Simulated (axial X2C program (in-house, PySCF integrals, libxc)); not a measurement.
**Relativistic diatomic calculation for RuO⁻**

System: RuO⁻, single determinant with Ω = 3/2 (not the lowest found).
Method: PBE0, two-component X2C with atomic mean-field Coulomb and Gaunt terms, Ru dyall-acv3z, O dyall-av3z (cores contracted) (axial X2C program (in-house, PySCF integrals, libxc)).

### Input file
```
{"zs": [44, 8], "q": -1, "bas": ["dyall-acv3z", "dyall-av3z"], "levels": ["PBE0", "HF", "PBEsol"], "cc": true, "r0": 1.71, "thr": -2.0, "nmax": 90, "npts": 10, "nst": 2, "ntry": 6}
```

The line is the task of a batch: nuclear charges, charge, bases, the levels to run, a first guess of the distance and further settings. This report covers PBE0 with spin-orbit coupling. The log is that of the reference distance 1.715 Å.

Hardware: 1 thread of Arm Neoverse V1, 24 GiB of memory available, shared host.

The run was one of a batch that the task file lists, launched with:
```bash
python <driver script> task.json out
```

### The program's output
```
two-component X2C + atomic mean field  PBE0
basis functions 213  fitting functions 1016  grid points 5077
iter        total energy     max residual
   1      -4603.064357606     5.54e+00
   2      -4603.492501709     3.48e-02
   3      -4603.493770377     3.69e-02
   4      -4603.493854376     4.00e-03
   5      -4603.493962347     1.17e-02
   6      -4603.493997410     3.73e-03
   7      -4603.494000858     1.64e-04
   8      -4603.494000919     2.91e-04
   9      -4603.494000983     1.20e-05
  10      -4603.494000986     8.10e-06
converged
one-electron -6573.86835487  Coulomb 2007.06850162  exact exchange -35.15012915  xc functional -107.91371434  nuclear repulsion 108.61246545  atomic mean-field constant -2.24276969
```

### The points of the curve

```tsv
R (Å)	E (hartree)	dipole (D; origin at the first atom, positive when the second is positive)	highest filled (eV)	lowest empty (eV)
1.612	−4603.489781	−1.69	0.55	1.87
1.664	−4603.494243	−2.23	0.58	1.89
1.715	−4603.494001	−2.77	0.59	1.88
1.775	−4603.489276	−3.40	0.59	1.88
1.835	−4603.481123	−4.04	0.59	1.87
```

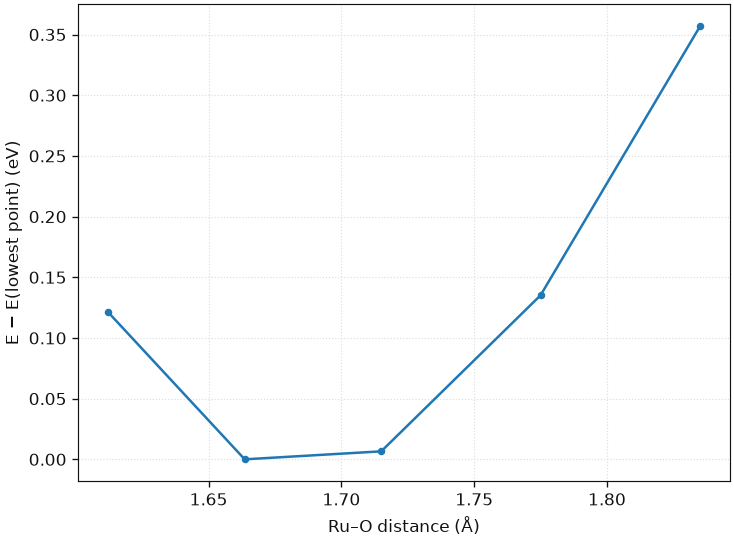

Fig. 1: Energy at 5 bond lengths, for one set of occupations held fixed; the line joins the points. A polynomial of degree 3 through 5 points gives rₑ = 1.686 Å, ωₑ = 917.1 cm⁻¹ and Bₑ = 0.4292 cm⁻¹. The minimum lies 4.21 eV below Ru + O⁻, each computed as one determinant at the same level.

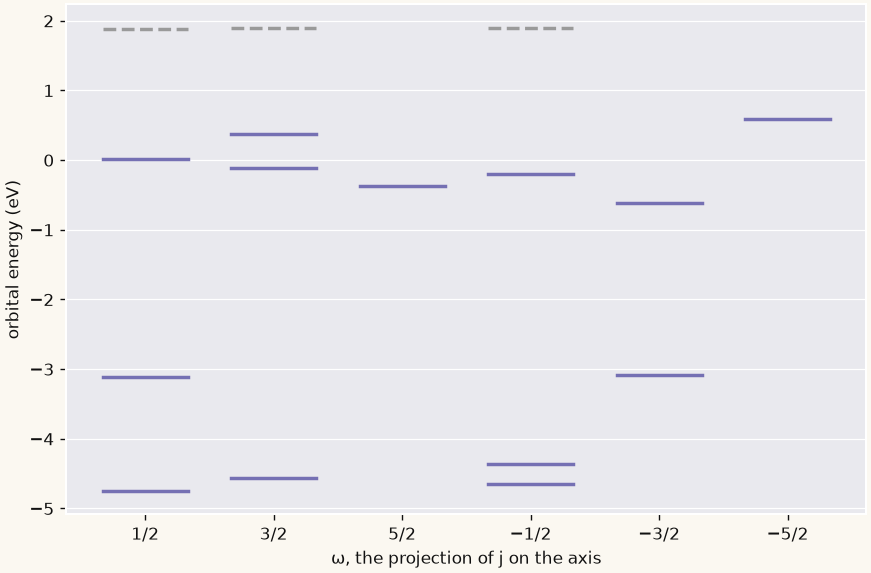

Fig. 2: Orbital energies near the frontier at 1.72 Å, filled (solid) and empty (dashed). The highest filled spinor (−5/2; 99 % Ru d) lies at 0.59 eV, the lowest empty one (1/2; 86 % Ru p, 12 % Ru s) at 1.88 eV. A filled level above zero is held only by the finite basis .

### Summary

- outcome: converged; a filled level lies above zero
- bond length rₑ: 1.686 Å
- ωₑ: 917.1 cm⁻¹
- energy at the minimum: −4603.49464 hartree
- depth below the fragments: 4.21 eV
- wall time: 15 s
- peak memory: 0.99 GiB

### Remarks

The highest filled level (PBE0, up to 0.59 eV) lies above zero. That is common for anions, where the functional's self-interaction leaves the outer electrons unbound; only the finite basis holds them, so such levels depend on it. To bear in mind: 5 of the 10 points asked for were kept.
